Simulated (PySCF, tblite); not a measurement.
# C₃H₁₀FSi₂ radical: geometry, infrared bands and EPR parameters

Aim: predict the infrared bands and EPR parameters of C₃H₁₀FSi₂ radical (`FC[C@H]([SiH3])C[SiH2]`).

Computed with tblite 0.8.0 and PySCF 2.14.0, with density-fitted response routines of our own, on a single molecule in the gas phase. Atoms are numbered from 0 throughout.

## 1. The molecule as given

16 atoms, charge 0, multiplicity 2; geometry from: force field or distance geometry start.

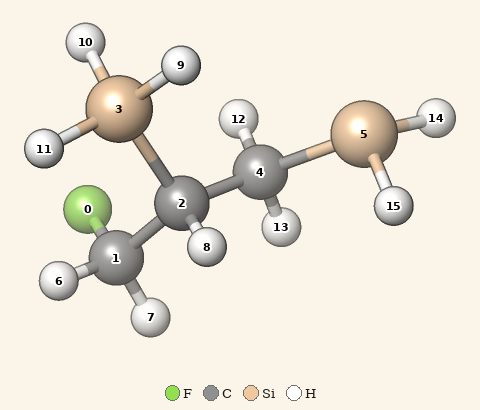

As it starts; fluorine green, carbon grey, silicon light orange, hydrogen white, atoms numbered.

## 2. Geometry optimisation with GFN2-xTB

What the job is given:

```
{"job": {"kind": "relax", "xc": "GFN2-xTB", "basis": "xTB"}, "charge": 0, "multiplicity": 2}
F     -1.363300    -1.846000    -1.001600
C     -1.102700    -1.432500     0.257900
C     -0.298600    -0.124900     0.231600
Si    -1.415900     1.315900    -0.394000
C      1.002400    -0.326700    -0.568900
Si     2.374400     0.931700    -0.331100
H     -2.046100    -1.339400     0.802300
H     -0.508800    -2.224800     0.753000
H     -0.048600     0.125100     1.268200
H     -0.677000     2.585800    -0.235100
H     -1.769900     1.126500    -1.816700
H     -2.646400     1.369600     0.448700
H      0.777500    -0.388200    -1.639200
H      1.442500    -1.293700    -0.297900
H      3.599600     0.486300    -1.032400
H      2.673300     1.044000     1.134300
```

On the command line:

```bash
> OMP_NUM_THREADS=1 python probes_run.py task.json out
```

The driver reads the jobs from task.json and runs them one after another.

What it wrote:

```text
step      E/eV     max force
  0    -534.39532    1.194
  1    -534.43474    0.463
  2    -534.44914    0.226
  3    -534.45554    0.220
  4    -534.46134    0.243
  5    -534.46615    0.166
  6    -534.47028    0.170
  7    -534.47353    0.135
  8    -534.47569    0.132
  9    -534.47739    0.110
 10    -534.47907    0.119
 11    -534.48098    0.142
 12    -534.48325    0.146
 13    -534.48567    0.146
 14    -534.48790    0.152
 15    -534.48993    0.111
 16    -534.49210    0.152
 17    -534.49447    0.137
 18    -534.49673    0.117
 19    -534.49856    0.104
 20    -534.50013    0.113
 21    -534.50193    0.125
 22    -534.50427    0.119
 23    -534.50671    0.112
 24    -534.50836    0.085
 25    -534.50920    0.078
 26    -534.50987    0.078
 27    -534.51087    0.088
 28    -534.51221    0.105
 29    -534.51347    0.075
 30    -534.51426    0.060
 31    -534.51476    0.053
 32    -534.51522    0.053
 33    -534.51577    0.058
 34    -534.51637    0.072
 35    -534.51701    0.084
 36    -534.51778    0.097
 37    -534.51871    0.101
 38    -534.51961    0.078
 39    -534.52025    0.075
 40    -534.52069    0.074
 41    -534.52112    0.063
 42    -534.52162    0.068
 43    -534.52214    0.059
 44    -534.52261    0.053
 45    -534.52296    0.041
 46    -534.52325    0.033
 47    -534.52353    0.048
 48    -534.52390    0.050
 49    -534.52442    0.072
 50    -534.52513    0.067
 51    -534.52595    0.070
 52    -534.52666    0.079
 53    -534.52761    0.100
 54    -534.52869    0.107
 55    -534.52974    0.084
 56    -534.53053    0.071
 57    -534.53121    0.062
 58    -534.53203    0.068
 59    -534.53308    0.089
 60    -534.53391    0.084
 61    -534.53470    0.095
 62    -534.53537    0.078
 63    -534.53719    0.075
 64    -534.53776    0.065
 65    -534.53868    0.060
 66    -534.53922    0.050
 67    -534.54014    0.065
 68    -534.54114    0.069
 69    -534.54203    0.077
 70    -534.54274    0.078
 71    -534.54371    0.067
 72    -534.54511    0.110
 73    -534.54671    0.120
 74    -534.54826    0.096
 75    -534.54953    0.089
 76    -534.55058    0.078
 77    -534.55161    0.108
 78    -534.55278    0.111
 79    -534.55403    0.084
 80    -534.55492    0.059
 81    -534.55536    0.056
 82    -534.55636    0.079
 83    -534.55720    0.067
 84    -534.55796    0.060
 85    -534.55845    0.048
 86    -534.55885    0.040
 87    -534.55921    0.039
 88    -534.55954    0.048
 89    -534.55985    0.048
 90    -534.56016    0.038
 91    -534.56046    0.041
 92    -534.56070    0.035
 93    -534.56088    0.026
 94    -534.56102    0.021
 95    -534.56113    0.021
 96    -534.56120    0.019
 97    -534.56125    0.016
 98    -534.56129    0.016
 99    -534.56136    0.016
100    -534.56145    0.018
101    -534.56151    0.015
102    -534.56155    0.014
103    -534.56158    0.011
104    -534.56162    0.016
105    -534.56169    0.022
106    -534.56177    0.023
107    -534.56184    0.018
108    -534.56189    0.015
109    -534.56193    0.017
110    -534.56200    0.028
111    -534.56212    0.039
112    -534.56229    0.041
113    -534.56247    0.034
114    -534.56263    0.027
115    -534.56275    0.029
116    -534.56283    0.026
117    -534.56289    0.022
118    -534.56293    0.013
119    -534.56295    0.010
120    -534.56297    0.009
```

Run time: 0.81 s. Hardware: 1 thread of Arm Neoverse V1, shared host.

Along the way: (not every step is listed)

```
step  energy from step 0 (eV)  largest force (eV/Å)
   0                   0.0000                1.1938
   1                  -0.0394                0.4632
   2                  -0.0538                0.2256
   3                  -0.0602                0.2202
   4                  -0.0660                0.2433
   5                  -0.0708                0.1660
   6                  -0.0750                0.1703
   7                  -0.0782                0.1345
   8                  -0.0804                0.1324
  18                  -0.1014                0.1168
  28                  -0.1169                0.1053
  38                  -0.1243                0.0780
  48                  -0.1286                0.0496
  58                  -0.1367                0.0677
  68                  -0.1458                0.0687
  78                  -0.1575                0.1107
  88                  -0.1642                0.0475
  98                  -0.1660                0.0161
 108                  -0.1666                0.0154
 115                  -0.1674                0.0294
 116                  -0.1675                0.0258
 117                  -0.1676                0.0217
 118                  -0.1676                0.0128
 119                  -0.1676                0.0102
 120                  -0.1676                0.0094
```

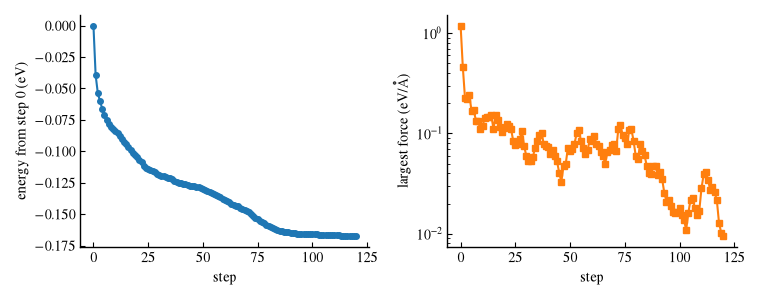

Energy and largest force along the relaxation.

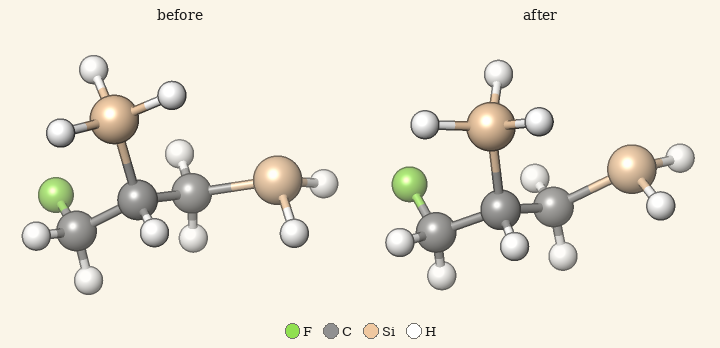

The geometry before (left) and after (right).

Distances of close pairs at the start and the end, largest changes first:

```
   bond  before (Å)  after (Å)  change (Å)
Si5–H15       1.500      1.463      -0.037
  F0–C1       1.351      1.379      +0.028
Si3–H11       1.492      1.469      -0.023
Si3–H10       1.478      1.460      -0.019
Si5–H14       1.480      1.462      -0.018
 C4–Si5       1.877      1.894      +0.018
  C1–C2       1.535      1.518      -0.017
 Si3–H9       1.478      1.465      -0.013
```

The end geometry stands in the next job.

## 3. Vibrational analysis with GFN2-xTB

What the job is given:

```
{"job": {"kind": "ir", "xc": "GFN2-xTB", "basis": "xTB"}, "charge": 0, "multiplicity": 2}
F     -1.713601    -1.582521    -1.020808
C     -1.202960    -1.447299     0.252655
C     -0.279362    -0.244874     0.330731
Si    -1.146757     1.323235    -0.344882
C      1.022001    -0.517672    -0.423570
Si     2.113567     1.026713    -0.535211
H     -2.065178    -1.339018     0.919234
H     -0.683095    -2.387820     0.475300
H     -0.049740    -0.101681     1.391480
H     -0.587678     2.499360     0.325449
H     -0.983195     1.393387    -1.793664
H     -2.572073     1.214177    -0.005589
H      0.773780    -0.864656    -1.429402
H      1.571452    -1.335032     0.058721
H      3.278898     0.839343    -1.398097
H      2.516344     1.533301     0.776723
```

What it wrote:

```text
mode    cm-1     km/mol
  1      73.0      1.29
  2      89.0      2.52
  3     123.8      5.58
  4     138.9      0.45
  5     199.8      3.45
  6     203.3      0.06
  7     298.8      1.25
  8     314.6      0.60
  9     492.7     20.94
 10     494.3     35.86
 11     526.8     46.48
 12     566.7    136.40
 13     586.5     33.23
 14     677.8     46.13
 15     745.0     23.35
 16     752.4    294.38
 17     782.9    137.33
 18     787.1    208.89
 19     805.6    294.71
 20     823.9     27.50
 21     933.5     16.11
 22     970.5     64.21
 23    1072.4     12.63
 24    1086.8     42.90
 25    1128.8      4.17
 26    1209.8     11.70
 27    1219.9     11.37
 28    1274.1      4.09
 29    1313.9      0.75
 30    1335.3     15.52
 31    1461.8      0.45
 32    1485.2      0.40
 33    2214.1    448.28
 34    2244.4     82.00
 35    2256.0    280.83
 36    2268.5    431.74
 37    2292.9    347.34
 38    2898.3     39.00
 39    2914.3     62.27
 40    2930.9     40.99
 41    2943.8     62.78
 42    2969.1     27.31
```

Wall time 0.54 s (1 thread of Arm Neoverse V1, shared host).

The strongest bands and the atoms that carry them (share of the mass-weighted mode):

| cm⁻¹ | km/mol | atoms |
| --- | --- | --- |
| 752 | 294.4 | H10 32 %, H9 31 %, H15 13 %, H14 10 % |
| 783 | 137.3 | C4 26 %, Si5 17 %, H11 12 % |
| 787 | 208.9 | H11 50 %, H10 33 %, H9 11 % |
| 806 | 294.7 | H11 33 %, H9 27 % |
| 2214 | 448.3 | H11 94 % |
| 2256 | 280.8 | H15 67 %, H14 19 %, H9 11 % |
| 2268 | 431.7 | H14 77 %, H15 13 % |
| 2293 | 347.3 | H10 95 % |

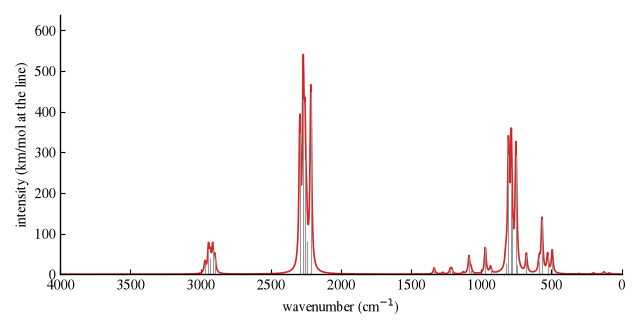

The infrared spectrum from these modes, unscaled. Lines are broadened to a width of 14 cm⁻¹ (Lorentzian).

## 4. EPR parameters: B3LYP/pcH-1

Settings changed since step 3:

```diff
@@ -1,2 +1,2 @@
-{"job": {"kind": "ir", "xc": "GFN2-xTB", "basis": "xTB"}, "charge": 0, "multiplicity": 2}
+{"job": {"kind": "epr", "basis": "pcH-1"}, "charge": 0, "multiplicity": 2}
 F     -1.713601    -1.582521    -1.020808
```

Level: UKS B3LYP, pcH-1 on C F H Si, non-relativistic, mean-field spin-orbit, GIAO.

What it wrote:

```text
UKS, coarse grid
  cycle   1  E = -799.07725591  |g| = 4.19e-01
  cycle   2  E = -799.02276192  |g| = 5.80e-01
  cycle   3  E = -799.13972208  |g| = 5.01e-02
  cycle   4  E = -799.14040271  |g| = 1.87e-02
  cycle   5  E = -799.14051194  |g| = 8.51e-03
  cycle   6  E = -799.14054704  |g| = 1.43e-03
  cycle   7  E = -799.14054935  |g| = 5.16e-04
UKS, final grid
  cycle   1  E = -799.14062898  |g| = 5.55e-04
  cycle   2  E = -799.14062892  |g| = 6.84e-04
  cycle   3  E = -799.14062914  |g| = 5.18e-05
  cycle   4  E = -799.14062914  |g| = 2.08e-05
E = -799.14062914 Eh   <S^2> = 0.7515 (exact 0.7500)
g shifts (ppm)      1          2          3
  rmc          -128       -128       -128
  gc             13         28         20
  oz_so        -178       2098       2317
  total        -293       1998       2209
hyperfine (MHz)  atom isotope    a_iso     a_fc   dipolar eigenvalues
    0   19F       0.03       0.03     -1.06     -0.43      1.50
    1   13C      -0.06      -0.06     -0.28     -0.02      0.31
    2   13C       4.08       4.09     -0.80     -0.60      1.40
    3  29Si      -6.52      -6.52     -1.80      0.79      1.01
    4   13C      12.94      12.91     -4.03     -3.78      7.81
    5  29Si    -442.05    -443.05   -175.59     87.66     87.93
    6    1H      -0.41      -0.41     -0.67     -0.39      1.07
    7    1H       0.26       0.26     -0.97     -0.58      1.54
    8    1H      -0.44      -0.45     -2.00     -1.46      3.46
    9    1H      20.85      20.85     -3.61     -2.00      5.61
   10    1H       9.98       9.99     -3.10     -1.86      4.96
   11    1H      17.85      17.85     -1.03     -0.83      1.86
   12    1H       1.75       1.74     -4.11     -2.30      6.41
   13    1H      59.49      59.50     -4.41      0.80      3.61
   14    1H      28.30      28.28     -9.91      1.13      8.77
   15    1H      31.80      31.77     -9.99      1.12      8.87
```

It took 84 s on 1 thread of Arm Neoverse V1, shared host; peak memory 0.96 GiB.

Principal g values 2.00203, 2.00432, 2.00453; g(iso) = 2.00362, against 2.00232 for a free electron.

Hyperfine couplings; where a row names several nuclei, a(iso) is their mean (it holds for fast rotation or exchange) and the dipolar term the largest among them:

```csv
nuclei,isotope,a(iso) (MHz),"a(iso) (G, at g = 2.0023)",largest dipolar term (MHz)
Si5,29Si,-442.1,-157.7,-175.6
H13,1H,59.5,21.2,-4.4
"H14, H15",1H,30.1,10.7,-10.0
"H9, H10, H11",1H,16.2,5.8,5.6
C4,13C,12.9,4.6,7.8
Si3,29Si,-6.5,-2.3,-1.8
C2,13C,4.1,1.5,1.4
H12,1H,1.7,0.6,6.4
H8,1H,-0.4,-0.2,3.5
H6,1H,-0.4,-0.1,1.1
H7,1H,0.3,0.1,1.5
C1,13C,-0.1,0.0,0.3
F0,19F,0.0,0.0,1.5
```

Mulliken spin populations:

F0 0.00; C1 0.00; C2 0.00; Si3 0.03; C4 0.00; Si5 0.95; H6 0.00; H7 0.00; H8 0.00; H9 0.00; H10 0.00; H11 0.01; H12 0.00; H13 0.02; H14 0.00; H15 0.00

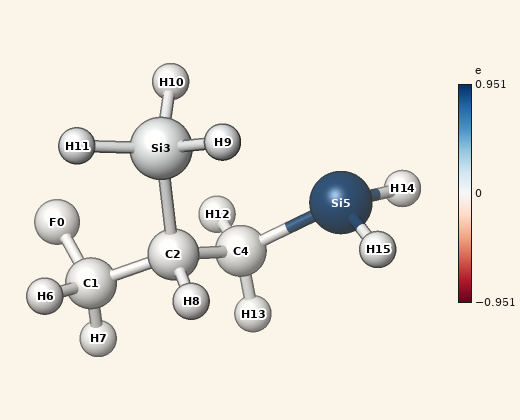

Mulliken spin populations, as colours on the atoms.

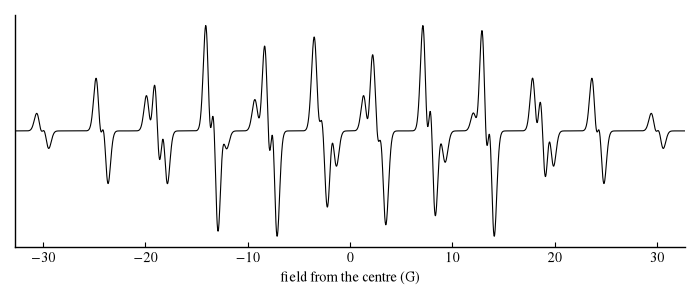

First-order isotropic spectrum (first derivative, main isotopes with spin only, couplings over 0.8 MHz, Gaussian width 0.3 G; couplings of the frozen geometry, rotation of groups not averaged beyond the rows shown).

The fields below are evaluated on a grid from the run's orbitals.

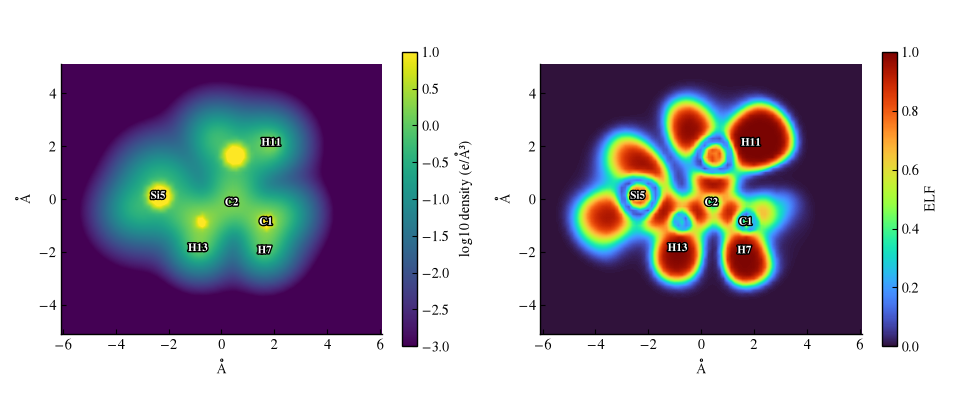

Density (left) and ELF (right) in a plane through or near 6 of the atoms.

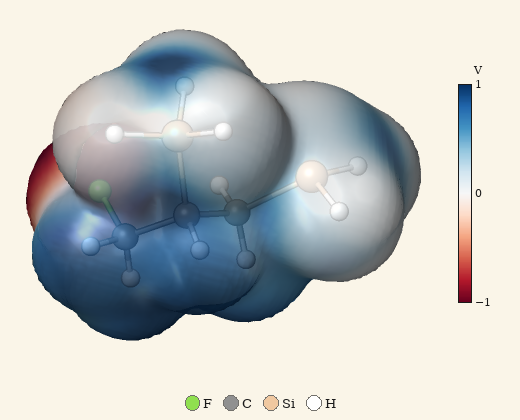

Electrostatic potential on the surface of density 0.002 e/bohr³; red is low, blue high. It runs from -1.00 V near F0 to 0.99 V near H8.

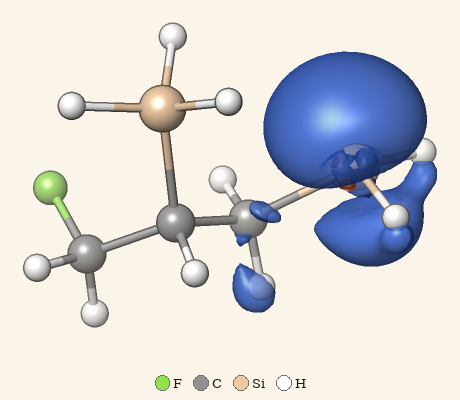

Spin density at ±0.03 e/Å³ (alpha excess blue, beta excess red).

## 5. What came out

| quantity | value |
| --- | --- |
| strongest single infrared mode (GFN2-xTB) | 2214 cm⁻¹, 448 km/mol |
| zero-point energy (GFN2-xTB) | 71.3 kcal/mol |
| g(iso) (B3LYP) | 2.00362 |
| ⟨S²⟩ | 0.752 (exact 0.75) |
| largest a(iso) (averaged by class) | 29Si on Si5, -442.1 MHz |
| surface potential, least and greatest | -1.00 V and 0.99 V |

**Reading.** The optimisation took 120 steps and gained 0.168 eV; among the close pairs (by a distance rule), Si5–H15 changed most, from 1.500 to 1.463 Å. No mode is imaginary among the 42: a minimum at this level. The strongest single mode, at 2214 cm⁻¹, moves mainly H11. Unscaled tight-binding wavenumbers are off by several per cent, some by more. Its intensities can rank the bands wrongly. Si5 carries the largest spin population, 0.95 e. The isotropic g lies 1.3 ppt above the free-electron value.
